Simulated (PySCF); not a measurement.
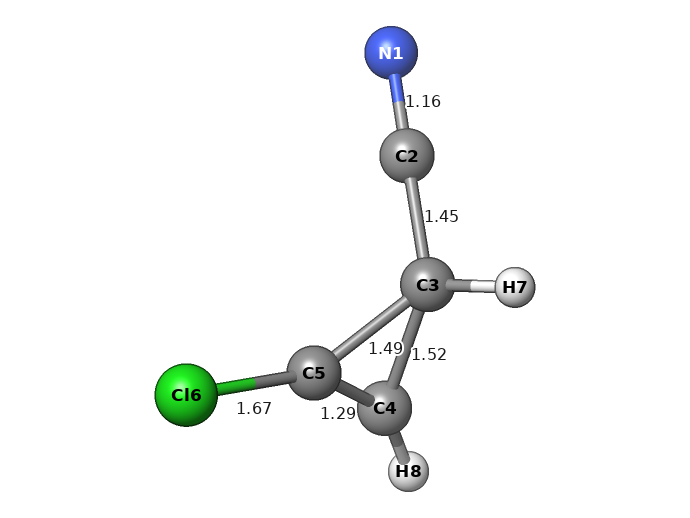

The numbers beside the sticks are distances in Å. Sticks don't show bond order. Computed geometry: PBE0-D3(BJ)/def2-SVP optimisation. No frequency run is at hand to confirm it as a minimum.

### Assign a bond order to each marked bond.

N1–C2 triple; C2–C3 single; C3–C4 single; C3–C5 single; C4–C5 double; C5–Cl6 single.

### Give the structure as SMILES.

N#C[C@@H]1C=C1Cl
